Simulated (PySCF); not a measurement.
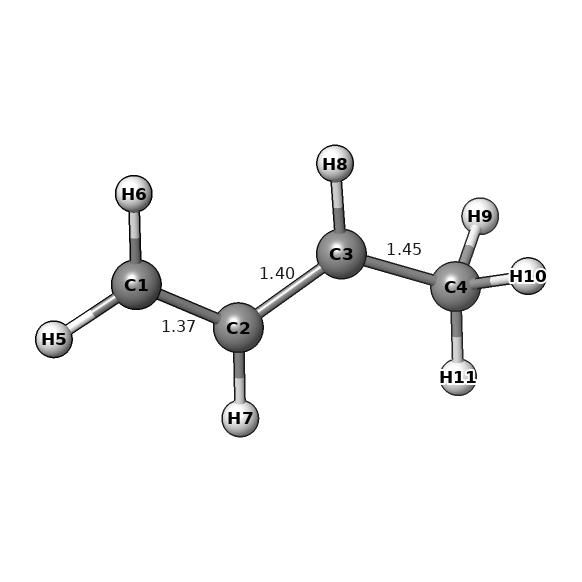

The numbers beside the sticks are distances in Å. Sticks don't show bond order. Charge +1, singlet. Computed geometry: PBE0-D3(BJ)/def2-SVP optimisation. No frequency run is at hand to confirm it as a minimum.

Which of the marked bonds are single, double, triple or aromatic?

Answer. C1–C2 delocalised (between two orders); C2–C3 delocalised (between two orders); C3–C4 single. This is one Lewis structure.

Give the structure as SMILES.

Answer. C=C[CH+]C
